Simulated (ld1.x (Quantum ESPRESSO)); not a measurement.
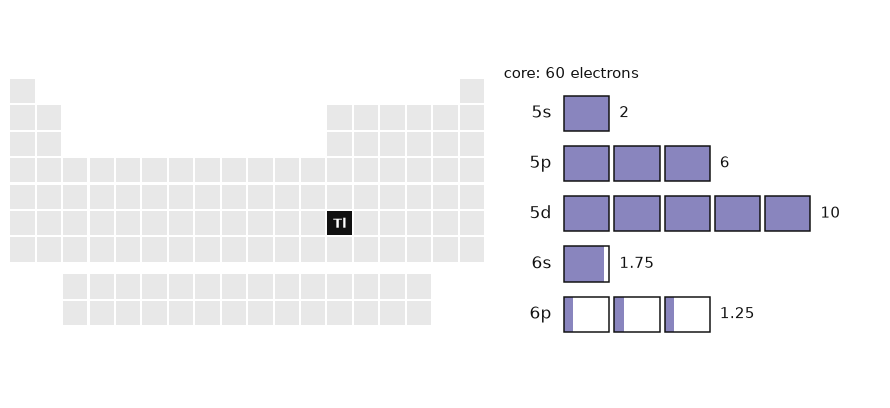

**Figure 1.** Left, the place of thallium in the periodic table; right, the valence shells of the reference configuration: a box for each of the 2l + 1 orbitals, shaded by the share of the shell that is filled, with the electron count at the right.

**Tl: pseudopotential generation**

- system: thallium (Tl, Z = 81), core [Kr] 4d10 4f14, reference valence 5s2 5p6 5d10 6s1.75 6p1.25, valence charge 21.
- method: RRKJ potential, PBEsol, fully relativistic, made with ld1.x (Quantum ESPRESSO) 7.5

Outcome:

```tsv
quantity	value
outcome	not converged
hardware	1 CPU thread, shared host
wall time	5.5 s
```

What went wrong:

The pseudo-atom did not reach self-consistency.

Input:
```
 &input
   title='Tl', zed=81., rel=2, dft='PBESOL', iswitch=3,
   config='[Xe] 4f14 5d10 6s1.75 6p1.25', rel_dist='average',
   nld=5, rlderiv=2.15, eminld=-12.0, emaxld=5.0, deld=0.04
 /
 &inputp
   pseudotype=2, tm=.false., rho0=0.02, lloc=2,
   nlcc=.false.,
   file_pseudopw='Tl.UPF', file_wfcaegen='ae.wfc', file_wfcncgen='nc.wfc', file_beta='beta', file_chi='chi'
 /
3
5S  1  0   2.00   0.00  1.45  1.45  0.0
5P  2  1   6.00   0.00  1.55  1.55  0.0
5D  3  2  10.00   0.00  1.95  1.95  0.0
 &test
   configts(1)='5s2 5p6 5d10 6s1.75 6p1.25'
 /
```

Run as:
```bash
ld1.x < Tl.in > Tl.out
```

The program's output:
```
     Program LD1 v.7.5
     --------------------------- All-electron run ----------------------------

     Tl
     dirac relativistic calculation

     atomic number is 81.00
     dft =PBESOL   lsd =0 sic =0 latt =0  beta=0.20 tr2=1.0E-14
     Exchange-correlation= PBESOL
                           (   1   4  10   8   0   0   0)
     mesh =1281 r(mesh) = 100.03807 a.u. xmin = -7.00 dx = 0.01250
     1 Ry =  13.60569312 eV, c = 137.03599908

     n l j   nl                  e(Ry)          e(Ha)          e(eV)
     Spin orbit split results
     1 0 0.5 1S 1( 2.00)     -6281.2976     -3140.6488    -85461.4074
     2 0 0.5 2S 1( 2.00)     -1117.4595      -558.7297    -15203.8106
     2 1 0.5 2P 1( 2.00)     -1072.5718      -536.2859    -14593.0824
     2 1 1.5 2P 1( 4.00)      -920.8053      -460.4026    -12528.1943
     3 0 0.5 3S 1( 2.00)      -266.7049      -133.3525     -3628.7054
     3 1 0.5 3P 1( 2.00)      -246.4916      -123.2458     -3353.6895
     3 1 1.5 3P 1( 4.00)      -212.7542      -106.3771     -2894.6682
     4 0 0.5 4S 1( 2.00)       -59.5220       -29.7610      -809.8381
     4 1 0.5 4P 1( 2.00)       -50.8222       -25.4111      -691.4713
     4 1 1.5 4P 1( 4.00)       -42.6127       -21.3063      -579.7753
     3 2 1.5 3D 1( 4.00)      -179.4453       -89.7226     -2441.4774
     3 2 2.5 3D 1( 6.00)      -172.2399       -86.1199     -2343.4430
     5 0 0.5 5S 1( 2.00)        -9.6391        -4.8195      -131.1464
     5 1 0.5 5P 1( 2.00)        -6.7175        -3.3588       -91.3968
     5 1 1.5 5P 1( 4.00)        -5.2255        -2.6127       -71.0961
     4 2 1.5 4D 1( 4.00)       -28.4287       -14.2144      -386.7922
     4 2 2.5 4D 1( 6.00)       -26.8974       -13.4487      -365.9576
     4 3 2.5 4F 1( 6.00)        -8.5808        -4.2904      -116.7482
     4 3 3.5 4F 1( 8.00)        -8.2428        -4.1214      -112.1485
     5 2 1.5 5D 1( 4.00)        -1.2677        -0.6339       -17.2484
     5 2 2.5 5D 1( 6.00)        -1.1055        -0.5528       -15.0413
     6 0 0.5 6S 1( 1.75)        -0.7275        -0.3638        -9.8983
     6 1 0.5 6P 1( 0.42)        -0.2504        -0.1252        -3.4073
     6 1 1.5 6P 1( 0.83)        -0.1690        -0.0845        -2.2994
     Averaged results
     1 0     1S 1( 2.00)     -6281.2976     -3140.6488    -85461.4074
     2 0     2S 1( 2.00)     -1117.4595      -558.7297    -15203.8106
     2 1     2P 1( 6.00)      -971.3941      -485.6971    -13216.4903
     3 0     3S 1( 2.00)      -266.7049      -133.3525     -3628.7054
     3 1     3P 1( 6.00)      -224.0000      -112.0000     -3047.6753
     4 0     4S 1( 2.00)       -59.5220       -29.7610      -809.8381
     4 1     4P 1( 6.00)       -45.3492       -22.6746      -617.0073
     3 2     3D 1(10.00)      -175.1220       -87.5610     -2382.6567
     5 0     5S 1( 2.00)        -9.6391        -4.8195      -131.1464
     5 1     5P 1( 6.00)        -5.7228        -2.8614       -77.8630
     4 2     4D 1(10.00)       -27.5099       -13.7550      -374.2915
     4 3     4F 1(14.00)        -8.3877        -4.1938      -114.1198
     5 2     5D 1(10.00)        -1.1704        -0.5852       -15.9241
     6 0     6S 1( 1.75)        -0.7275        -0.3638        -9.8983
     6 1     6P 1( 1.25)        -0.1961        -0.0981        -2.6687

     final scf error:  3.7E-15 reached in  37 iterations

     Etot =  -40566.581239 Ry,  -20283.290619 Ha, -551936.455384 eV

     Ekin =   47023.549065 Ry,   23511.774532 Ha,  639787.978128 eV
     Encl = -102537.864039 Ry,  -51268.932019 Ha,-1395098.711599 eV
     Eh   =   15700.436662 Ry,    7850.218331 Ha,  213615.323127 eV
     Exc  =    -752.702927 Ry,    -376.351464 Ha,  -10241.045039 eV

     normalization and overlap integrals

     s(1S/1S) =  1.000000  <r> =   0.0163  <r2> =    0.0004  r(max) =   0.0100
     s(2S/2S) =  1.000000  <r> =   0.0681  <r2> =    0.0055  r(max) =   0.0582
     s(2P/2P) =  1.000000  <r> =   0.0559  <r2> =    0.0039  r(max) =   0.0431
     s(2P/2P) =  1.000000  <r> =   0.0647  <r2> =    0.0051  r(max) =   0.0507
     s(3S/3S) =  1.000000  <r> =   0.1770  <r2> =    0.0360  r(max) =   0.1642
     s(3P/3P) =  1.000000  <r> =   0.1674  <r2> =    0.0327  r(max) =   0.1523
     s(3P/3P) =  1.000000  <r> =   0.1835  <r2> =    0.0391  r(max) =   0.1683
     s(4S/4S) =  1.000000  <r> =   0.3916  <r2> =    0.1732  r(max) =   0.3699
     s(4P/4P) =  1.000000  <r> =   0.3932  <r2> =    0.1761  r(max) =   0.3653
     s(4P/4P) =  1.000000  <r> =   0.4276  <r2> =    0.2079  r(max) =   0.3987
     s(3D/3D) =  1.000000  <r> =   0.1595  <r2> =    0.0299  r(max) =   0.1311
     s(3D/3D) =  1.000000  <r> =   0.1644  <r2> =    0.0316  r(max) =   0.1344
     s(5S/5S) =  1.000000  <r> =   0.8775  <r2> =    0.8637  r(max) =   0.8131
     s(5P/5P) =  1.000000  <r> =   0.9414  <r2> =    1.0006  r(max) =   0.8547
     s(5P/5P) =  1.000000  <r> =   1.0362  <r2> =    1.2136  r(max) =   0.9329
     s(4D/4D) =  1.000000  <r> =   0.4335  <r2> =    0.2172  r(max) =   0.3889
     s(4D/4D) =  1.000000  <r> =   0.4446  <r2> =    0.2283  r(max) =   0.3987
     s(4F/4F) =  1.000000  <r> =   0.4646  <r2> =    0.2595  r(max) =   0.3563
     s(4F/4F) =  1.000000  <r> =   0.4711  <r2> =    0.2668  r(max) =   0.3608
     s(5D/5D) =  1.000000  <r> =   1.3570  <r2> =    2.1629  r(max) =   1.0975
     s(5D/5D) =  1.000000  <r> =   1.4139  <r2> =    2.3563  r(max) =   1.1253
     s(6S/6S) =  1.000000  <r> =   2.4633  <r2> =    6.9261  r(max) =   2.0762
     s(6P/6P) =  1.000000  <r> =   3.3304  <r2> =   13.0503  r(max) =   2.6001
     s(6P/6P) =  1.000000  <r> =   3.9187  <r2> =   18.1802  r(max) =   3.0209

     ------------------------ End of All-electron run ------------------------

     --------------------- Generating NC pseudopotential ---------------------

      Generating local pot.: lloc=2, j= 1.50, matching radius rcloc =   1.9500

      Generating local pot.: lloc=2, j= 2.50, matching radius rcloc =   1.9500

     Fully relativistic calculation: |psi|^2

     Wfc 5S LC norm =  0.99933630 SC norm =  0.00066365 missing  0.00000005

     Wfc 5P LC norm =  0.99942348 SC norm =  0.00057645 missing  0.00000007

     Wfc 5P LC norm =  0.99951525 SC norm =  0.00048430 missing  0.00000045

      Wfc   5S  rcut= 1.463  Estimated cut-off energy=       26.37 Ry
      Using 4 Bessel functions for this wfc, rho(0) = 0.020
      This function has    0 nodes for 0 < r <    1.463

      Wfc   5P  rcut= 1.538  Estimated cut-off energy=       78.69 Ry
      This function has    0 nodes for 0 < r <    1.538

      Wfc   5P  rcut= 1.538  Estimated cut-off energy=       77.84 Ry
      This function has    0 nodes for 0 < r <    1.538

       Warning: n=2, l=0 expected 1 nodes, found 2
       Setting wfc to zero for this iteration
       (This warning will only be printed once per wavefunction)

     ------------------- End of pseudopotential generation -------------------

     --------------------------- All-electron run ----------------------------

     Tl
     dirac relativistic calculation

     atomic number is 81.00
     dft =PBESOL   lsd =0 sic =0 latt =0  beta=0.20 tr2=1.0E-14
     Exchange-correlation= PBESOL
                           (   1   4  10   8   0   0   0)
     mesh =1281 r(mesh) = 100.03807 a.u. xmin = -7.00 dx = 0.01250
     1 Ry =  13.60569312 eV, c = 137.03599908

     n l j   nl                  e(Ry)          e(Ha)          e(eV)
     Spin orbit split results
     1 0 0.5 1S 1( 2.00)     -6281.2976     -3140.6488    -85461.4074
     2 0 0.5 2S 1( 2.00)     -1117.4595      -558.7297    -15203.8106
     2 1 0.5 2P 1( 2.00)     -1072.5718      -536.2859    -14593.0824
     2 1 1.5 2P 1( 4.00)      -920.8053      -460.4026    -12528.1943
     3 0 0.5 3S 1( 2.00)      -266.7049      -133.3525     -3628.7054
     3 1 0.5 3P 1( 2.00)      -246.4916      -123.2458     -3353.6895
     3 1 1.5 3P 1( 4.00)      -212.7542      -106.3771     -2894.6682
     4 0 0.5 4S 1( 2.00)       -59.5220       -29.7610      -809.8381
     4 1 0.5 4P 1( 2.00)       -50.8222       -25.4111      -691.4713
     4 1 1.5 4P 1( 4.00)       -42.6127       -21.3063      -579.7753
     3 2 1.5 3D 1( 4.00)      -179.4453       -89.7226     -2441.4774
     3 2 2.5 3D 1( 6.00)      -172.2399       -86.1199     -2343.4430
     5 0 0.5 5S 1( 2.00)        -9.6391        -4.8195      -131.1464
     5 1 0.5 5P 1( 2.00)        -6.7175        -3.3588       -91.3968
     5 1 1.5 5P 1( 4.00)        -5.2255        -2.6127       -71.0961
     4 2 1.5 4D 1( 4.00)       -28.4287       -14.2144      -386.7922
     4 2 2.5 4D 1( 6.00)       -26.8974       -13.4487      -365.9576
     4 3 2.5 4F 1( 6.00)        -8.5808        -4.2904      -116.7482
     4 3 3.5 4F 1( 8.00)        -8.2428        -4.1214      -112.1485
     5 2 1.5 5D 1( 4.00)        -1.2677        -0.6339       -17.2484
     5 2 2.5 5D 1( 6.00)        -1.1055        -0.5528       -15.0413
     6 0 0.5 6S 1( 1.75)        -0.7275        -0.3638        -9.8983
     6 1 0.5 6P 1( 0.42)        -0.2504        -0.1252        -3.4073
     6 1 1.5 6P 1( 0.83)        -0.1690        -0.0845        -2.2994
     Averaged results
     1 0     1S 1( 2.00)     -6281.2976     -3140.6488    -85461.4074
     2 0     2S 1( 2.00)     -1117.4595      -558.7297    -15203.8106
     2 1     2P 1( 6.00)      -971.3941      -485.6971    -13216.4903
     3 0     3S 1( 2.00)      -266.7049      -133.3525     -3628.7054
     3 1     3P 1( 6.00)      -224.0000      -112.0000     -3047.6753
     4 0     4S 1( 2.00)       -59.5220       -29.7610      -809.8381
     4 1     4P 1( 6.00)       -45.3492       -22.6746      -617.0073
     3 2     3D 1(10.00)      -175.1220       -87.5610     -2382.6567
     5 0     5S 1( 2.00)        -9.6391        -4.8195      -131.1464
     5 1     5P 1( 6.00)        -5.7228        -2.8614       -77.8630
     4 2     4D 1(10.00)       -27.5099       -13.7550      -374.2915
     4 3     4F 1(14.00)        -8.3877        -4.1938      -114.1198
     5 2     5D 1(10.00)        -1.1704        -0.5852       -15.9241
     6 0     6S 1( 1.75)        -0.7275        -0.3638        -9.8983
     6 1     6P 1( 1.25)        -0.1961        -0.0981        -2.6687

     final scf error:  3.7E-15 reached in  37 iterations

     Etot =  -40566.581239 Ry,  -20283.290619 Ha, -551936.455384 eV

     Ekin =   47023.549065 Ry,   23511.774532 Ha,  639787.978128 eV
     Encl = -102537.864039 Ry,  -51268.932019 Ha,-1395098.711599 eV
     Eh   =   15700.436662 Ry,    7850.218331 Ha,  213615.323127 eV
     Exc  =    -752.702927 Ry,    -376.351464 Ha,  -10241.045039 eV

     normalization and overlap integrals

     s(1S/1S) =  1.000000  <r> =   0.0163  <r2> =    0.0004  r(max) =   0.0100
     s(2S/2S) =  1.000000  <r> =   0.0681  <r2> =    0.0055  r(max) =   0.0582
     s(2P/2P) =  1.000000  <r> =   0.0559  <r2> =    0.0039  r(max) =   0.0431
     s(2P/2P) =  1.000000  <r> =   0.0647  <r2> =    0.0051  r(max) =   0.0507
     s(3S/3S) =  1.000000  <r> =   0.1770  <r2> =    0.0360  r(max) =   0.1642
     s(3P/3P) =  1.000000  <r> =   0.1674  <r2> =    0.0327  r(max) =   0.1523
     s(3P/3P) =  1.000000  <r> =   0.1835  <r2> =    0.0391  r(max) =   0.1683
     s(4S/4S) =  1.000000  <r> =   0.3916  <r2> =    0.1732  r(max) =   0.3699
     s(4P/4P) =  1.000000  <r> =   0.3932  <r2> =    0.1761  r(max) =   0.3653
     s(4P/4P) =  1.000000  <r> =   0.4276  <r2> =    0.2079  r(max) =   0.3987
     s(3D/3D) =  1.000000  <r> =   0.1595  <r2> =    0.0299  r(max) =   0.1311
     s(3D/3D) =  1.000000  <r> =   0.1644  <r2> =    0.0316  r(max) =   0.1344
     s(5S/5S) =  1.000000  <r> =   0.8775  <r2> =    0.8637  r(max) =   0.8131
     s(5P/5P) =  1.000000  <r> =   0.9414  <r2> =    1.0006  r(max) =   0.8547
     s(5P/5P) =  1.000000  <r> =   1.0362  <r2> =    1.2136  r(max) =   0.9329
     s(4D/4D) =  1.000000  <r> =   0.4335  <r2> =    0.2172  r(max) =   0.3889
     s(4D/4D) =  1.000000  <r> =   0.4446  <r2> =    0.2283  r(max) =   0.3987
     s(4F/4F) =  1.000000  <r> =   0.4646  <r2> =    0.2595  r(max) =   0.3563
     s(4F/4F) =  1.000000  <r> =   0.4711  <r2> =    0.2668  r(max) =   0.3608
     s(5D/5D) =  1.000000  <r> =   1.3570  <r2> =    2.1629  r(max) =   1.0975
     s(5D/5D) =  1.000000  <r> =   1.4139  <r2> =    2.3563  r(max) =   1.1253
     s(6S/6S) =  1.000000  <r> =   2.4633  <r2> =    6.9261  r(max) =   2.0762
     s(6P/6P) =  1.000000  <r> =   3.3304  <r2> =   13.0503  r(max) =   2.6001
     s(6P/6P) =  1.000000  <r> =   3.9187  <r2> =   18.1802  r(max) =   3.0209

     ------------------------ End of All-electron run ------------------------

     Computing logarithmic derivative in   2.14217

       Warning: n=1, l=0 expected 0 nodes, found 1
       Setting wfc to zero for this iteration
       (This warning will only be printed once per wavefunction)

       Warning: n=2, l=1 expected 0 nodes, found 1
       Setting wfc to zero for this iteration
       (This warning will only be printed once per wavefunction)

       Warning: n=3, l=2 expected 0 nodes, found 1
       Setting wfc to zero for this iteration
       (This warning will only be printed once per wavefunction)

       Warning: n=3, l=1 expected 1 nodes, found 0
       Setting wfc to zero for this iteration
       (This warning will only be printed once per wavefunction)

     Message from routine run_pseudo:
     Warning: convergence not achieved
     Computing logarithmic derivative in   2.14217
     Computing the partial wave expansion
     R is outside the sphere for l=    0 j= 0.50
     R is outside the sphere for l=    1 j= 0.50
     R is outside the sphere for l=    1 j= 1.50
       no projector for channel:   2
       no projector for channel:   2

     ---------------------- Testing the pseudopotential ----------------------

     Tl
     dirac relativistic calculation

     atomic number is 81.00   valence charge is 21.00
     dft =PBESOL   lsd =0 sic =0 latt =0  beta=0.20 tr2=1.0E-14
     mesh =1281 r(mesh) = 100.03807 xmin = -7.00 dx = 0.01250

     n l  j  nl             e AE (Ry)       e PS (Ry)    De AE-PS (Ry)
     1 0 0.5 5S   1( 2.00)       -9.63908       -0.37008       -9.26900  !
     2 1 0.5 5P   1( 2.00)       -6.71754       -0.12110       -6.59644  !
     2 1 1.5 5P   1( 4.00)       -5.22547       -0.00949       -5.21598  !
     3 2 1.5 5D   1( 4.00)       -1.26773       -0.00000       -1.26773  !
     3 2 2.5 5D   1( 6.00)       -1.10552       -0.00000       -1.10552  !
     2 0 0.5 6S   1( 1.75)       -0.72751       -0.72751        0.00000
     3 1 0.5 6P   1( 0.42)       -0.25043       -0.00000       -0.25043  !
     3 1 1.5 6P   1( 0.83)       -0.16900       -0.00000       -0.16900  !

     eps = 5.4E-02  iter =201

     Etot =  -40566.581239 Ry,  -20283.290619 Ha, -551936.455384 eV
     Etotps =   -34.936357 Ry,     -17.468178 Ha,    -475.333347 eV

     Ekin =     127.066676 Ry,      63.533338 Ha,    1728.830205 eV
     Encl =    -189.339653 Ry,     -94.669826 Ha,   -2576.097212 eV
     Ehrt =      34.743356 Ry,      17.371678 Ha,     472.707437 eV
     Ecxc =      -7.406736 Ry,      -3.703368 Ha,    -100.773776 eV

     ---------------------- End of pseudopotential test ----------------------
```
